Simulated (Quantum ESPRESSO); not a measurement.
# Grüneisen parameters and expansion of SiC (F-43m), part 5 of 8

Wanted: mode Grüneisen parameters of SiC and a free-energy fit over volumes.

Quantum ESPRESSO 7.5; DFT LDA, scalar-relativistic, plane waves, GBRV ultrasoft pseudopotentials.

So far. Step 4 (Self-consistent run): On a basis chosen for the relaxed cell the pressure is -0.044 GPa, small enough for phonons. Step 5 (Born charges and dielectric tensor): The Born charges sum to zero within 0.038 e; the rest is removed before use. Acoustic frequencies in this log differ from zero by the error of the sum rule, which ph.x does not impose.

### Step 6. Forces on a displaced cell

System of this step: SiC. The cell holds 54 atoms: 27 Si and 27 C. Its edges and angles: a = 9.182 Å, b = 9.182 Å, c = 9.182 Å, α = 60.0°, β = 60.0°, γ = 60.0°. It derives from SiC, repeated 3×3×3.

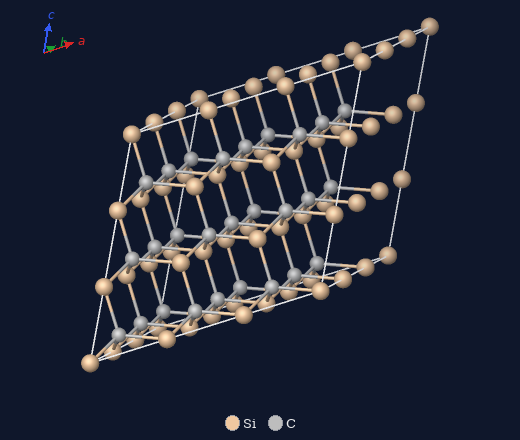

The cell of this step (silicon light orange, carbon light grey). Bonds to atoms that aren't drawn are left out. Some periodic images of atoms are drawn too.

The input, disp-00002.in:

```
&control
   calculation = 'scf'
   prefix = 'x'
   outdir = './tmp'
   pseudo_dir = './pseudo'
   tprnfor = .true.
   disk_io = 'none'
/
&system
   ibrav = 0
   nat = 54
   ntyp = 2
   ecutwfc = 45.0
   ecutrho = 270.0
   occupations = 'fixed'
   nbnd = 110
/
&electrons
   conv_thr = 1.0d-11
   mixing_beta = 0.7
   electron_maxstep = 100
/
ATOMIC_SPECIES
 Si     28.0850  Si.upf
 C      12.0110  C.upf
CELL_PARAMETERS angstrom
     0.000000000    6.492757491    6.492757491
     6.492757491    0.000000000    6.492757491
     6.492757491    6.492757491    0.000000000
ATOMIC_POSITIONS crystal
 Si     0.000000000   0.000000000   0.000000000
 Si     0.333333333   0.000000000   0.000000000
 Si     0.666666667   0.000000000   0.000000000
 Si     0.000000000   0.333333333   0.000000000
 Si     0.333333333   0.333333333   0.000000000
 Si     0.666666667   0.333333333   0.000000000
 Si     0.000000000   0.666666667   0.000000000
 Si     0.333333333   0.666666667   0.000000000
 Si     0.666666667   0.666666667   0.000000000
 Si     0.000000000   0.000000000   0.333333333
 Si     0.333333333   0.000000000   0.333333333
 Si     0.666666667   0.000000000   0.333333333
 Si     0.000000000   0.333333333   0.333333333
 Si     0.333333333   0.333333333   0.333333333
 Si     0.666666667   0.333333333   0.333333333
 Si     0.000000000   0.666666667   0.333333333
 Si     0.333333333   0.666666667   0.333333333
 Si     0.666666667   0.666666667   0.333333333
 Si     0.000000000   0.000000000   0.666666667
 Si     0.333333333   0.000000000   0.666666667
 Si     0.666666667   0.000000000   0.666666667
 Si     0.000000000   0.333333333   0.666666667
 Si     0.333333333   0.333333333   0.666666667
 Si     0.666666667   0.333333333   0.666666667
 Si     0.000000000   0.666666667   0.666666667
 Si     0.333333333   0.666666667   0.666666667
 Si     0.666666667   0.666666667   0.666666667
 C      0.085511473   0.083333333   0.083333333
 C      0.416666667   0.083333333   0.083333333
 C      0.750000000   0.083333333   0.083333333
 C      0.083333333   0.416666667   0.083333333
 C      0.416666667   0.416666667   0.083333333
 C      0.750000000   0.416666667   0.083333333
 C      0.083333333   0.750000000   0.083333333
 C      0.416666667   0.750000000   0.083333333
 C      0.750000000   0.750000000   0.083333333
 C      0.083333333   0.083333333   0.416666667
 C      0.416666667   0.083333333   0.416666667
 C      0.750000000   0.083333333   0.416666667
 C      0.083333333   0.416666667   0.416666667
 C      0.416666667   0.416666667   0.416666667
 C      0.750000000   0.416666667   0.416666667
 C      0.083333333   0.750000000   0.416666667
 C      0.416666667   0.750000000   0.416666667
 C      0.750000000   0.750000000   0.416666667
 C      0.083333333   0.083333333   0.750000000
 C      0.416666667   0.083333333   0.750000000
 C      0.750000000   0.083333333   0.750000000
 C      0.083333333   0.416666667   0.750000000
 C      0.416666667   0.416666667   0.750000000
 C      0.750000000   0.416666667   0.750000000
 C      0.083333333   0.750000000   0.750000000
 C      0.416666667   0.750000000   0.750000000
 C      0.750000000   0.750000000   0.750000000
K_POINTS automatic
 3 3 3 0 0 0
```

The run is started by

```bash
> OMP_NUM_THREADS=1 mpirun -n 4 pw.x -nk 4 -in disp-00002.in > disp-00002.out
```

The log of the run:

```text
[banner, memory and clock lines left out]
Program PWSCF v.7.5

     Message from routine setup:
     using ibrav=0 with symmetry is DISCOURAGED, use correct ibrav instead

     G-vector sticks info

     bravais-lattice index     =            0
     lattice parameter (alat)  =      17.3517  a.u.
     unit-cell volume          =    3694.1467 (a.u.)^3
     number of atoms/cell      =           54
     number of atomic types    =            2
     number of electrons       =       216.00
     number of Kohn-Sham states=          110
     kinetic-energy cutoff     =      45.0000  Ry
     charge density cutoff     =     270.0000  Ry
     scf convergence threshold =      1.0E-11
     mixing beta               =       0.7000
     number of iterations used =            8  plain     mixing
     Exchange-correlation= SLA  PZ   NOGX NOGC
                           (   1   1   0   0   0   0   0)

     celldm(1)=  17.351741  celldm(2)=   0.000000  celldm(3)=   0.000000
     celldm(4)=   0.000000  celldm(5)=   0.000000  celldm(6)=   0.000000

     crystal axes: (cart. coord. in units of alat)
               a(1) = (   0.000000   0.707107   0.707107 )
               a(2) = (   0.707107   0.000000   0.707107 )
               a(3) = (   0.707107   0.707107   0.000000 )

     reciprocal axes: (cart. coord. in units 2 pi/alat)
               b(1) = ( -0.707107  0.707107  0.707107 )
               b(2) = (  0.707107 -0.707107  0.707107 )
               b(3) = (  0.707107  0.707107 -0.707107 )

     PseudoPot. # 1 for Si read from file:
     ./pseudo/Si.upf
     Pseudo is Ultrasoft + core correction, Zval =  4.0
     Using radial grid of  899 points,  6 beta functions with:
                l(1) =   0
                l(2) =   0
                l(3) =   1
                l(4) =   1
                l(5) =   2
                l(6) =   2
     Q(r) pseudized with  8 coefficients,  rinner =    0.900   0.900   0.900
                                                       0.900   0.900

     PseudoPot. # 2 for C  read from file:
     ./pseudo/C.upf
     Pseudo is Ultrasoft + core correction, Zval =  4.0
     Using radial grid of  721 points,  4 beta functions with:
                l(1) =   0
                l(2) =   0
                l(3) =   1
                l(4) =   1
     Q(r) pseudized with  8 coefficients,  rinner =    1.100   1.100   1.100

     atomic species   valence    mass     pseudopotential
     Si                4.00    28.08500     Si( 1.00)
     C                 4.00    12.01100     C ( 1.00)

      2 Sym. Ops. (no inversion) found

   Cartesian axes

     site n.     atom                  positions (alat units)
         1        Si     tau(   1) = (   0.0000000   0.0000000   0.0000000  )
         2        Si     tau(   2) = (   0.0000000   0.2357023   0.2357023  )
         3        Si     tau(   3) = (   0.0000000   0.4714045   0.4714045  )
         4        Si     tau(   4) = (   0.2357023   0.0000000   0.2357023  )
         5        Si     tau(   5) = (   0.2357023   0.2357023   0.4714045  )
         6        Si     tau(   6) = (   0.2357023   0.4714045   0.7071068  )
         7        Si     tau(   7) = (   0.4714045   0.0000000   0.4714045  )
         8        Si     tau(   8) = (   0.4714045   0.2357023   0.7071068  )
         9        Si     tau(   9) = (   0.4714045   0.4714045   0.9428090  )
        10        Si     tau(  10) = (   0.2357023   0.2357023   0.0000000  )
        11        Si     tau(  11) = (   0.2357023   0.4714045   0.2357023  )
        12        Si     tau(  12) = (   0.2357023   0.7071068   0.4714045  )
        13        Si     tau(  13) = (   0.4714045   0.2357023   0.2357023  )
        14        Si     tau(  14) = (   0.4714045   0.4714045   0.4714045  )
        15        Si     tau(  15) = (   0.4714045   0.7071068   0.7071068  )
        16        Si     tau(  16) = (   0.7071068   0.2357023   0.4714045  )
[...]
20        Si     tau(  20) = (   0.4714045   0.7071068   0.2357023  )
        21        Si     tau(  21) = (   0.4714045   0.9428090   0.4714045  )
        22        Si     tau(  22) = (   0.7071068   0.4714045   0.2357023  )
        23        Si     tau(  23) = (   0.7071068   0.7071068   0.4714045  )
        24        Si     tau(  24) = (   0.7071068   0.9428090   0.7071068  )
        25        Si     tau(  25) = (   0.9428090   0.4714045   0.4714045  )
        26        Si     tau(  26) = (   0.9428090   0.7071068   0.7071068  )
        27        Si     tau(  27) = (   0.9428090   0.9428090   0.9428090  )
        28        C      tau(  28) = (   0.1178511   0.1193913   0.1193913  )
        29        C      tau(  29) = (   0.1178511   0.3535534   0.3535534  )
        30        C      tau(  30) = (   0.1178511   0.5892557   0.5892557  )
        31        C      tau(  31) = (   0.3535534   0.1178511   0.3535534  )
        32        C      tau(  32) = (   0.3535534   0.3535534   0.5892557  )
        33        C      tau(  33) = (   0.3535534   0.5892557   0.8249579  )
        34        C      tau(  34) = (   0.5892557   0.1178511   0.5892557  )
        35        C      tau(  35) = (   0.5892557   0.3535534   0.8249579  )
        36        C      tau(  36) = (   0.5892557   0.5892557   1.0606602  )
        37        C      tau(  37) = (   0.3535534   0.3535534   0.1178511  )
        38        C      tau(  38) = (   0.3535534   0.5892557   0.3535534  )
        39        C      tau(  39) = (   0.3535534   0.8249579   0.5892557  )
        40        C      tau(  40) = (   0.5892557   0.3535534   0.3535534  )
        41        C      tau(  41) = (   0.5892557   0.5892557   0.5892557  )
        42        C      tau(  42) = (   0.5892557   0.8249579   0.8249579  )
        43        C      tau(  43) = (   0.8249579   0.3535534   0.5892557  )
[...]
47        C      tau(  47) = (   0.5892557   0.8249579   0.3535534  )
        48        C      tau(  48) = (   0.5892557   1.0606602   0.5892557  )
        49        C      tau(  49) = (   0.8249579   0.5892557   0.3535534  )
        50        C      tau(  50) = (   0.8249579   0.8249579   0.5892557  )
        51        C      tau(  51) = (   0.8249579   1.0606602   0.8249579  )
        52        C      tau(  52) = (   1.0606602   0.5892557   0.5892557  )
        53        C      tau(  53) = (   1.0606602   0.8249579   0.8249579  )
        54        C      tau(  54) = (   1.0606602   1.0606602   1.0606602  )

     number of k points=    10
                       cart. coord. in units 2pi/alat
        k(    1) = (   0.0000000   0.0000000   0.0000000), wk =   0.0740741
[...]
iteration #  8     ecut=    45.00 Ry     beta= 0.70
     Davidson diagonalization with overlap
     ethr =  5.21E-08,  avg # of iterations =  3.7

     total energy              =    -572.41253371 Ry
     estimated scf accuracy    <       0.00002767 Ry

     iteration #  9     ecut=    45.00 Ry     beta= 0.70
     Davidson diagonalization with overlap
     ethr =  1.28E-08,  avg # of iterations =  2.3

     total energy              =    -572.41253907 Ry
     estimated scf accuracy    <       0.00000160 Ry

     iteration # 10     ecut=    45.00 Ry     beta= 0.70
     Davidson diagonalization with overlap
     ethr =  7.42E-10,  avg # of iterations =  5.2

     total energy              =    -572.41254054 Ry
     estimated scf accuracy    <       0.00000088 Ry

     iteration # 11     ecut=    45.00 Ry     beta= 0.70
     Davidson diagonalization with overlap
     ethr =  4.06E-10,  avg # of iterations =  1.9

     total energy              =    -572.41254053 Ry
     estimated scf accuracy    <       0.00000015 Ry

     iteration # 12     ecut=    45.00 Ry     beta= 0.70
     Davidson diagonalization with overlap
     ethr =  7.15E-11,  avg # of iterations =  2.0

     total energy              =    -572.41254059 Ry
     estimated scf accuracy    <          2.5E-09 Ry

     iteration # 13     ecut=    45.00 Ry     beta= 0.70
     Davidson diagonalization with overlap
     ethr =  1.17E-12,  avg # of iterations =  5.2

     total energy              =    -572.41254059 Ry
     estimated scf accuracy    <          9.3E-10 Ry

     iteration # 14     ecut=    45.00 Ry     beta= 0.70
     Davidson diagonalization with overlap
     ethr =  4.29E-13,  avg # of iterations =  2.0

     total energy              =    -572.41254059 Ry
     estimated scf accuracy    <          5.0E-10 Ry

     iteration # 15     ecut=    45.00 Ry     beta= 0.70
     Davidson diagonalization with overlap
     ethr =  2.29E-13,  avg # of iterations =  2.0

     total energy              =    -572.41254059 Ry
     estimated scf accuracy    <          1.8E-11 Ry

     iteration # 16     ecut=    45.00 Ry     beta= 0.70
     Davidson diagonalization with overlap
     ethr =  1.00E-13,  avg # of iterations =  1.0

     End of self-consistent calculation

          k = 0.0000 0.0000 0.0000 ( 18883 PWs)   bands (ev):

    -6.0024  -3.8923  -3.8895  -3.8875  -3.8875  -3.8875  -3.8875  -3.8856
    -3.8828  -3.1699  -3.1658  -3.1650  -3.1650  -3.1642  -3.1602  -1.2153
    -1.2112  -1.2106  -1.2088  -1.2081  -1.2075  -1.2075  -1.2069  -1.2061
    -1.2043  -1.2037  -1.1995   2.3759   2.3850   2.3861   2.3864   2.3874
     2.3879   2.3879   2.3884   2.3894   2.3897   2.3907   2.3994   3.2461
     3.2511   3.2536   3.2536   3.2536   3.2536   3.2561   3.2610   3.7130
     3.7135   3.7158   3.7161   3.7174   3.7181   3.7181   3.7189   3.7202
     3.7205   3.7228   3.7234   4.4457   4.4512   4.4519   4.4519   4.4526
     4.4584   6.8176   6.8247   6.8247   6.8253   6.8263   6.8263   6.8263
     6.8263   6.8273   6.8279   6.8280   6.8347   7.2626   7.2657   7.2693
     7.2705   7.2709   7.2711   7.2711   7.2712   7.2717   7.2729   7.2766
     7.2798   8.6062   8.6206   8.6208   8.6211   8.6214   8.6221   8.6223
     8.6232   8.6233   8.6242   8.6244   8.6251   8.6255   8.6258   8.6260
     8.6407   9.4713   9.4748   9.4784  12.0715  12.0721

          k = 0.2357 0.2357-0.2357 ( 18843 PWs)   bands (ev):

    -5.7567  -5.0325  -4.1011  -4.0990  -4.0970  -3.8553  -3.8532  -3.8512
    -3.2448  -3.2430  -3.2413  -2.5985  -2.2546  -2.2531  -2.2517  -2.1192
    -2.1172  -2.1153  -1.1956  -1.1924  -1.1919  -1.1916  -1.1910  -1.1879
[...]
8.9518   8.9575   9.3078   9.3136  11.9452  11.9464

          k = 0.4714 0.0000-0.0000 ( 18822 PWs)   bands (ev):

[...]
9.0392   9.0413   9.0416   9.0436  10.9221  13.2868

          k =-0.0000-0.4714 0.4714 ( 18798 PWs)   bands (ev):

[...]
8.5973   8.7014   8.7016   9.3666  11.4069  12.3169

          k =-0.2357 0.2357 0.2357 ( 18843 PWs)   bands (ev):

[...]
8.9542   8.9575   9.3105   9.3139  11.9455  11.9468

          k = 0.2357 0.2357 0.2357 ( 18843 PWs)   bands (ev):

[...]
8.9516   8.9549   9.3075   9.3107  11.9454  11.9471

          k = 0.0000 0.4714-0.0000 ( 18822 PWs)   bands (ev):

[...]
9.0366   9.0413   9.0414   9.0466  10.9222  13.2854

          k = 0.0000-0.4714-0.4714 ( 18798 PWs)   bands (ev):

[...]
8.5974   8.6982   8.7048   9.3666  11.4069  12.3147

          k =-0.4714 0.0000-0.4714 ( 18798 PWs)   bands (ev):

[...]
8.5952   8.7007   8.7048   9.3641  11.4066  12.3147

          k = 0.4714 0.0000-0.4714 ( 18798 PWs)   bands (ev):

[...]
2.6394   2.6398   2.9850   2.9880   3.6097   3.6118   3.6136   3.6171
     4.1320   4.2690   4.2713   5.0439   5.0448   5.0471   5.0493   5.2625
     5.2658   5.3469   5.4875   5.4897   5.5802   5.5831   5.6755   5.6933
     5.6943   6.1300   6.1327   6.1345   6.1370   6.2448   6.2477   6.2954
     6.2996   6.3029   6.3041   6.3638   6.3924   6.3946   6.3951   6.3974
     6.6755   6.6797   7.0198   7.0231   7.2108   7.2467   7.2496   7.3634
     7.3658   7.4967   7.5018   7.5034   7.5049   7.9591   7.9607   7.9620
     7.9663   8.1795   8.1835   8.2424   8.4026   8.4095   8.4866   8.4913
     8.5996   8.6983   8.7022   9.3692  11.4073  12.3143

     highest occupied, lowest unoccupied level (ev):     9.4784   10.9221

!    total energy              =    -572.41254059 Ry
     estimated scf accuracy    <          2.4E-12 Ry

     The total energy is the sum of the following terms:
     one-electron contribution =     154.21662248 Ry
     hartree contribution      =      62.07503701 Ry
     xc contribution           =    -219.71162673 Ry
     ewald contribution        =    -568.99257335 Ry

     convergence has been achieved in  16 iterations

     Forces acting on atoms (cartesian axes, Ry/au):

     atom    1 type  1   force =     0.00254142    0.00415452    0.00415452
     atom    2 type  1   force =    -0.00302125    0.00452833    0.00452833
     atom    3 type  1   force =     0.00000236   -0.00038203   -0.00038203
     atom    4 type  1   force =    -0.00003348    0.00158437    0.00154339
     atom    5 type  1   force =    -0.00016097    0.00001885   -0.00037439
     atom    6 type  1   force =     0.00015438   -0.00037461    0.00001240
     atom    7 type  1   force =    -0.00017362    0.00013368   -0.00020454
     atom    8 type  1   force =     0.00000126    0.00017293    0.00017374
     atom    9 type  1   force =     0.00017995   -0.00020604    0.00013878
     atom   10 type  1   force =    -0.00003348    0.00154339    0.00158437
     atom   11 type  1   force =    -0.00016097   -0.00037439    0.00001885
     atom   12 type  1   force =     0.00015438    0.00001240   -0.00037461
     atom   13 type  1   force =    -0.00029455    0.00000757    0.00000757
     atom   14 type  1   force =    -0.00000095   -0.00003369   -0.00003369
     atom   15 type  1   force =     0.00030039    0.00000629    0.00000629
     atom   16 type  1   force =     0.00000749    0.00016240   -0.00007705
[...]
atom   47 type  2   force =    -0.00043849   -0.00005808    0.00025667
     atom   48 type  2   force =    -0.00000128    0.00003785    0.00003855
     atom   49 type  2   force =    -0.00000078   -0.00017932   -0.00018290
     atom   50 type  2   force =     0.00000038   -0.00002438    0.00008222
     atom   51 type  2   force =     0.00000035    0.00008276   -0.00002279
     atom   52 type  2   force =     0.00002465    0.00001260    0.00001260
     atom   53 type  2   force =    -0.00000022   -0.00002360   -0.00002360
     atom   54 type  2   force =    -0.00002611    0.00001303    0.00001303

     Total force =     0.022113     Total SCF correction =     0.000004
     Message from routine punch:
     Nothing written, as per user request (disk_io='none')
```

The job ended after 8.1 min (4 MPI ranks of Arm Neoverse V2, shared host; 32 min of CPU time).

Numbers from this step:

* gap on the k-mesh: 1.444 eV

Force (size) by element, in eV/Å:

```csv
element,atoms,mean,spread (r.m.s.),least,largest
Si,27,0.022,0.045,0.001,0.182
C,27,0.029,0.093,0.001,0.498
```

The atoms with the largest values:

```csv
atom,"x, y, z (Å)",force (eV/Å)
C28,"1.08, 1.10, 1.10","0.014, -0.352, -0.352"
Si2,"0.00, 2.16, 2.16","-0.078, 0.116, 0.116"
Si1,"0.00, 0.00, 0.00","0.065, 0.107, 0.107"
Si4,"2.16, 0.00, 2.16","-0.001, 0.041, 0.040"
Si10,"2.16, 2.16, 0.00","-0.001, 0.040, 0.041"
C29,"1.08, 3.25, 3.25","-0.010, 0.028, 0.028"
C30,"1.08, 5.41, 5.41","0.010, 0.027, 0.027"
C31,"3.25, 1.08, 3.25","0.021, -0.011, 0.016"
```

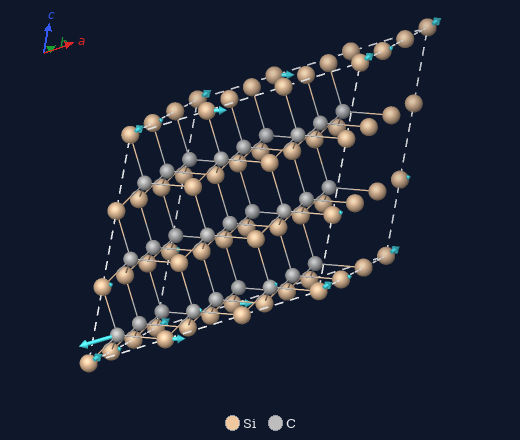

Force as arrows, the longest 0.498 eV/Å. Bonds to atoms that aren't drawn are left out. Some periodic images of atoms are drawn too.

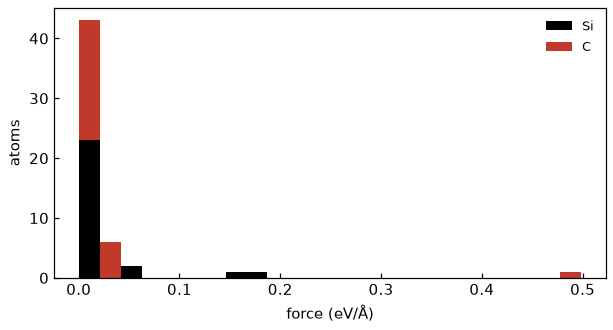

Force as a stacked histogram.

At this level the gap is 1.44 eV on the k-mesh of the self-consistent run, which can miss the band edges.

### Step 7. A displaced supercell

One atom (for the harmonic constants) or a pair of atoms (for the cubic ones) is moved by a few hundredths of an ångström; the forces on all atoms give a column of force constants. The threshold is tight because the forces are small.

disp-00001.in, as its differences from disp-00002.in of step 6:

```diff
@@ -30,3 +30,3 @@
 ATOMIC_POSITIONS crystal
- Si     0.000000000   0.000000000   0.000000000
+ Si     0.002178140   0.000000000   0.000000000
  Si     0.333333333   0.000000000   0.000000000
@@ -57,3 +57,3 @@
  Si     0.666666667   0.666666667   0.666666667
- C      0.085511473   0.083333333   0.083333333
+ C      0.083333333   0.083333333   0.083333333
  C      0.416666667   0.083333333   0.083333333
```

The run is started by

```bash
> OMP_NUM_THREADS=1 mpirun -n 4 pw.x -nk 4 -in disp-00001.in > disp-00001.out
```

The log of the run:

```text
[banner, memory and clock lines left out]
Program PWSCF v.7.5

     Message from routine setup:
     using ibrav=0 with symmetry is DISCOURAGED, use correct ibrav instead

     G-vector sticks info

     bravais-lattice index     =            0
     lattice parameter (alat)  =      17.3517  a.u.
     unit-cell volume          =    3694.1467 (a.u.)^3
     number of atoms/cell      =           54
     number of atomic types    =            2
     number of electrons       =       216.00
[...]
atom    1 type  1   force =    -0.00048803   -0.01435901   -0.01435901
     atom    2 type  1   force =    -0.00026925    0.00151109    0.00151109
     atom    3 type  1   force =     0.00027572    0.00148024    0.00148024
[...]
atom   53 type  2   force =     0.00014820    0.00000856    0.00000856
     atom   54 type  2   force =     0.00000077   -0.00003373   -0.00003373

     Total force =     0.023261     Total SCF correction =     0.000003
     Message from routine punch:
     Nothing written, as per user request (disk_io='none')
[key lines of the parts left out:]
!    total energy              =    -572.41252335 Ry
convergence has been achieved in  16 iterations
```

Wall time 8.7 min (4 MPI ranks); 35 min of CPU time.

[end of part 5 of 8]

[Logs are printed without paths, hosts, clocks, repeated set-up lines and the standing remarks that a program may print on its own settings, such as how far it seeks lower states.]

[Hosts, paths, dates, database ids (printed as entryN), source tags and the programs' standing remarks are cut or masked in the printed files.]

[A step with changed settings may run another functional than the one named; its input shows which.]

[Of the runs on displaced cells, only some may be shown.]
